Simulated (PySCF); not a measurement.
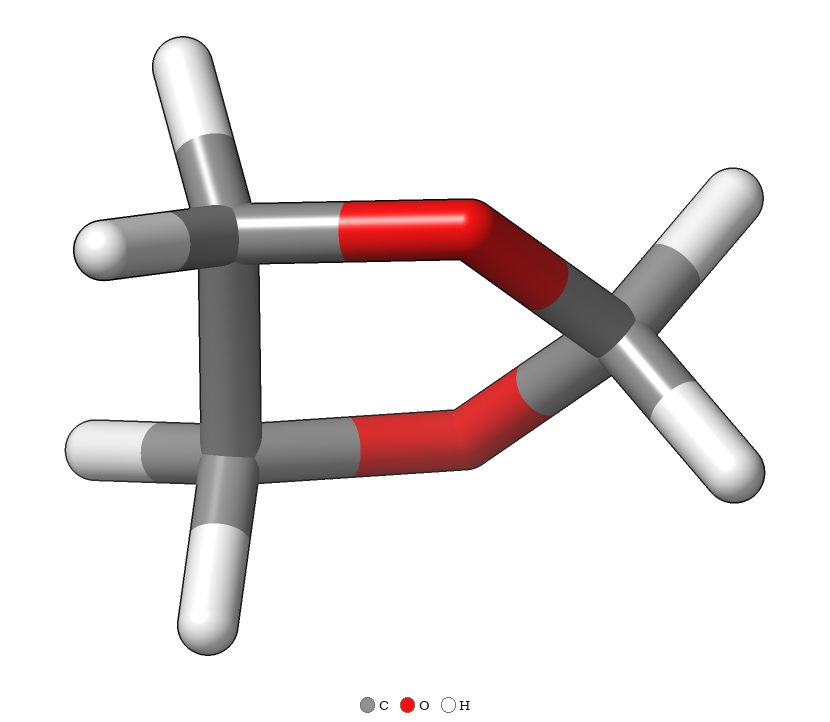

The picture shows a molecular structure as a stick model.

The geometry was computed by an optimisation with PBE0-D3(BJ)/def2-SVP. No frequency run is at hand to confirm it as a minimum.

Give the formula.

Answer. C3H6O2, 11 atoms: 3 carbon, 6 hydrogen and 2 oxygen.

What is its SMILES?

Answer. C1COCO1

The parts below concern this one geometry. Atoms keep their numbers from picture to picture.

**Shape**

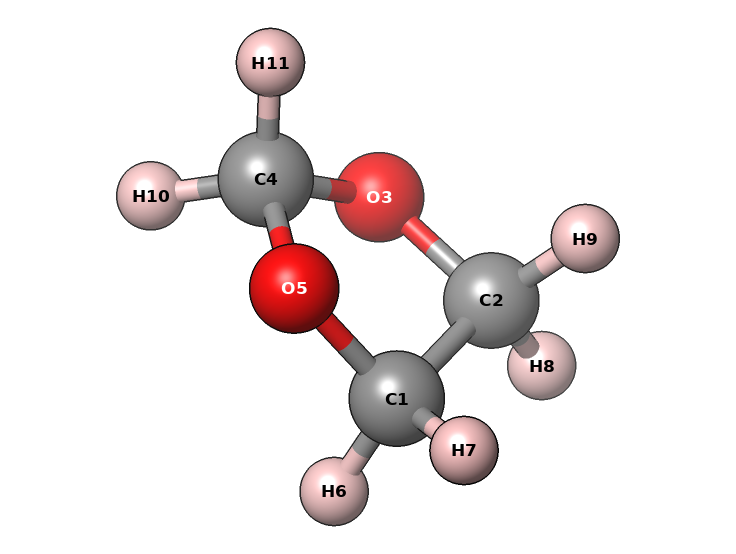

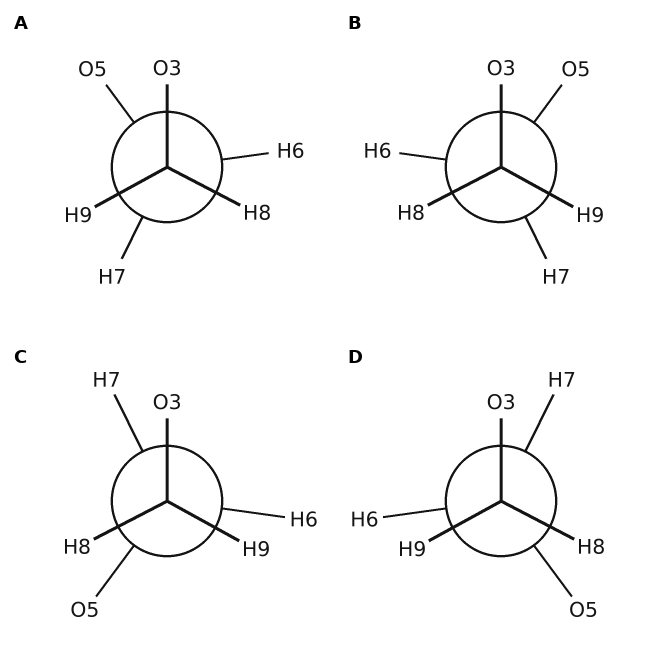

Depth is shown by fading: the farther an atom, the more it takes the colour of the background. Bonds that would overlap in a projection are set slightly apart. No frequency run is at hand to confirm it as a minimum.

Which Newman projection shows the view along C2–C1, with C2 in front?

Answer. A. The torsion angle O3–C2–C1–O5 is −37°, synclinal (gauche).

**Core levels**

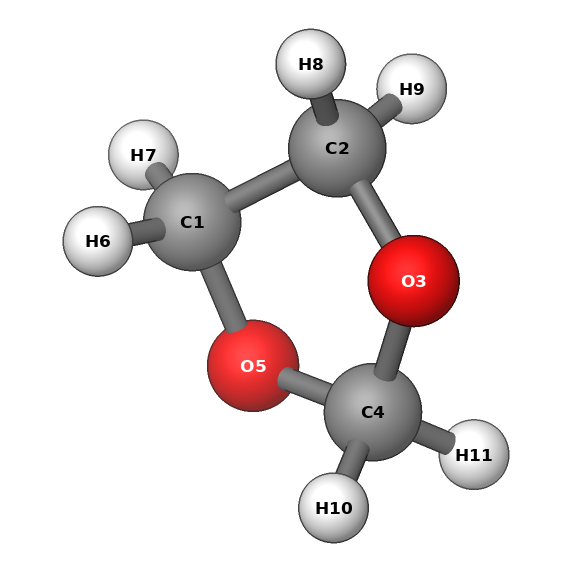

No frequency run is at hand to confirm it as a minimum. Level of theory: delta-SCF UKS SCAN, pcX-2 on the ionised atom, pcseg-1 elsewhere, spin-free X2C (PySCF 2.14.0).

Give the core-electron binding energies (to vacuum) of C1 1s, O3 1s, C4 1s.

```json
{"atom": "C1", "level": "1s", "binding energy (eV)": "292.5"}
{"atom": "O3", "level": "1s", "binding energy (eV)": "538.7"}
{"atom": "C4", "level": "1s", "binding energy (eV)": "293.6"}
```

**Charges**

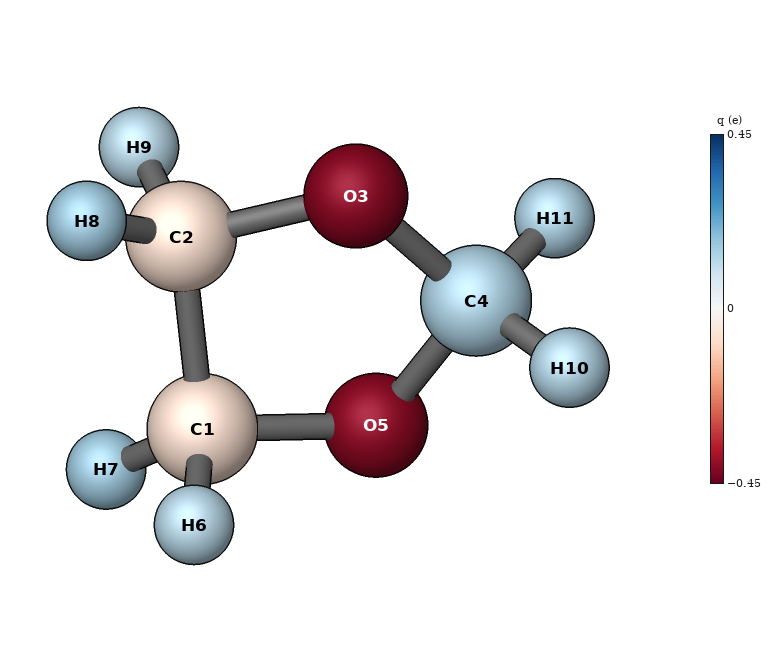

Atoms are coloured by their IAO charges. No frequency run is at hand to confirm it as a minimum. Level of theory: PBE0/pcSseg-1, gas phase (PySCF 2.14.0).

List the IAO charges.

```csv
atom,value (e)
C1,−0.07
C2,−0.07
O3,−0.41
C4,0.14
O5,−0.40
H6,0.12
H7,0.15
H8,0.15
H9,0.12
H10,0.13
H11,0.13
```

**Electronic properties**

No frequency run is at hand to confirm it as a minimum. Method: PBE0/pcSseg-1, gas phase (PySCF 2.14.0).

Give the dipole moment at this level.

Answer. 1.25 D.

Give the HOMO energy (Kohn–Sham orbital) at this level.

Answer. −7.30 eV.

What is the HOMO–LUMO gap?

Answer. 8.80 eV.
